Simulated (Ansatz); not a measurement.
# A computed series for SrO: pressure series

The parent structure is SrO in the rock salt structure (space group Fm-3m, No. 225; a = 5.195 Å).

Cell and atoms are relaxed at each pressure.

Level of theory: Ansatz (a program for electronic structure) PBE, no SOC.

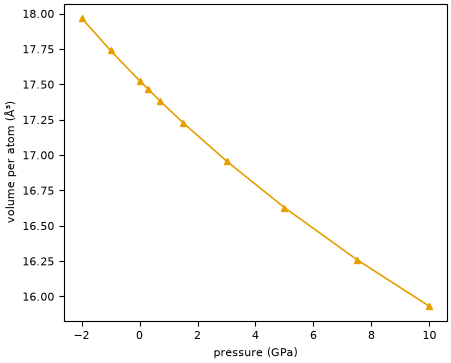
Figure: Volume per atom against pressure

```tsv
pressure (GPa)	volume per atom
-2	17.97 Å³
-1	17.74 Å³
0.3	17.47 Å³
0.7	17.38 Å³
1.5	17.23 Å³
3	16.96 Å³
5	16.63 Å³
7.5	16.26 Å³
10	15.93 Å³
```

For one case the stability test of the SCF state gave doubtful readings. Load acts through the strain it causes; cell and atoms are relaxed under it. No phonon test of stability was made. No other phases were tried under pressure.
